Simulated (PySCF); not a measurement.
## A study: C3H7NS, SMILES `C#N.CSC`

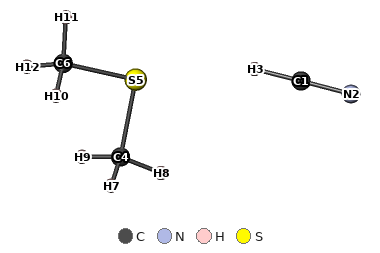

The molecule, with its atoms numbered as below. The pair's geometry is semi-empirical, so its contact may be too short or too long.

Cartesian coordinates (Å):

```
C1      -2.8211    0.2674    0.0383
N2      -3.9167    0.0516   -0.1836
H3      -1.7995    0.4627    0.2414
C4       1.2017   -1.5294   -0.1051
S5       0.8190    0.1960    0.2989
C6       2.3514    0.9697   -0.2757
H7       1.3621   -1.6216   -1.1760
H8       0.3487   -2.1284    0.1963
H9       2.0865   -1.8390    0.4447
H10      2.4727    0.7823   -1.3393
H11      2.2607    2.0351   -0.0927
H12      3.1906    0.5654    0.2843
```

## 1. Bonding charge

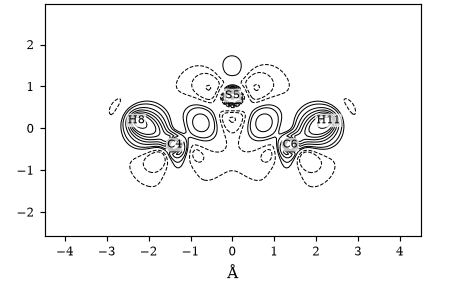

Deformation density (molecule less spherical, spin-averaged free atoms) in the plane of C4, S5, C6, H8 and H11; contours at ±0.05 to ±0.8 e/Å³; solid lines: gain, dashed lines: loss.

Method: TPSS/def2-TZVP; geometry: GFN2-xTB; program: PySCF.

**Describe the bonding that the map shows.**

C6–H11: +0.72 e/Å³ at the bond critical point (bond length 1.08 Å, Mayer order 1.0). C4–H8: +0.72 e/Å³ at the bond critical point (bond length 1.08 Å, Mayer order 1.0). S5–C6: +0.26 e/Å³ at the bond critical point (bond length 1.81 Å, Mayer order 1.1). C4–S5: +0.26 e/Å³ at the bond critical point (bond length 1.81 Å, Mayer order 1.1). In all, 2.6 electrons gather in the regions of gain relative to the promolecule.

**Where do the Hirshfeld charges lie?**

The highest Hirshfeld charge is on H3 (+0.09 e), the lowest on N2 (−0.20 e).

| atom | charge (e) |
| --- | --- |
| C1 | +0.05 |
| N2 | −0.20 |
| H3 | +0.09 |
| C4 | −0.09 |
| S5 | −0.01 |
| C6 | −0.09 |
| H7 | +0.04 |
| H8 | +0.05 |
| H9 | +0.04 |
| H10 | +0.04 |
| H11 | +0.05 |
| H12 | +0.04 |

## 2. Electrostatic potential

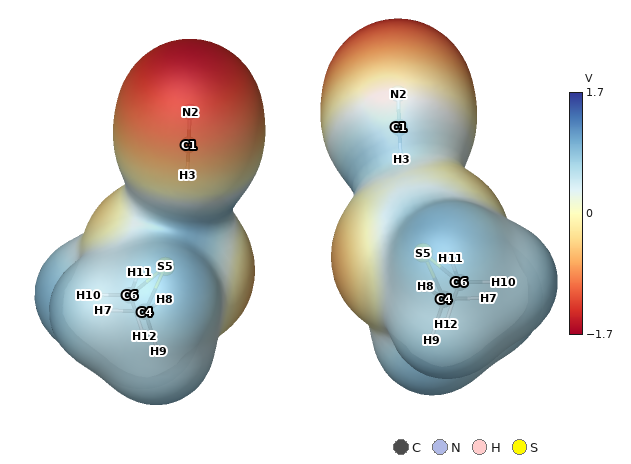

Electrostatic potential on the surface of electron density 0.001 a.u. (back view left, front view right).

**Where are the extremes of the potential on the surface?**

Highest: 0.99 V, 1.6 Å from H3. Lowest: −1.61 V, 1.9 Å from N2. Further minima include −0.63 V, 2.3 Å from S5; −0.34 V, near S5 (2.31 Å) and H3 (2.41 Å). The surface is sampled at points, so like sites can differ by a few per cent and only the strongest of them is named.

**What volume does the surface enclose, and what is the dipole moment?**

About 134 Å³; the dipole moment is 5.0 D.

## 3. Binding density

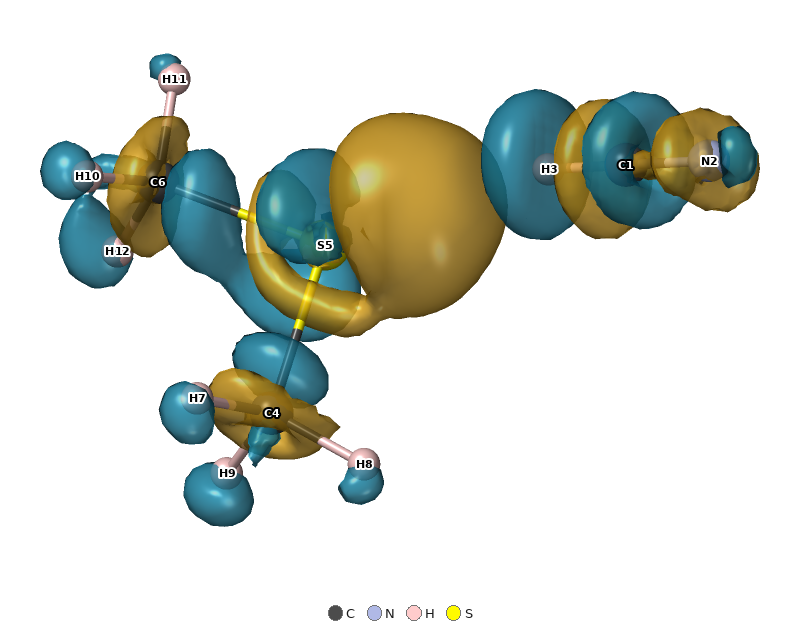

Density of the complex less the densities of the two fragments at the same geometry, ±0.003 e/Å³ (yellow: gain, teal: loss). Fragment A: HCN (atoms 1–3); fragment B: H6C2S.

**Which way does charge flow?**

Hirshfeld charges show 0.014 e passing from B to A. By Hirshfeld charges, electrons gather most on S5 (−0.019 e) and leave C6 most (+0.006 e); 0.07 e is displaced in all, which induces a dipole of 0.78 D.

**What is the interaction energy, and which contacts carry it?**

The counterpoise-corrected interaction energy of the frozen fragments is −2.4 kcal/mol without dispersion correction and −3.5 kcal/mol with D3(BJ). The pair geometry is semi-empirical, not a minimum at this level. Contacts: H3···S5, weak C–H hydrogen bond, 2.63 Å, ρ = 0.011 a.u. The pose is a local one from a semi-empirical search, not shown to be the most stable.
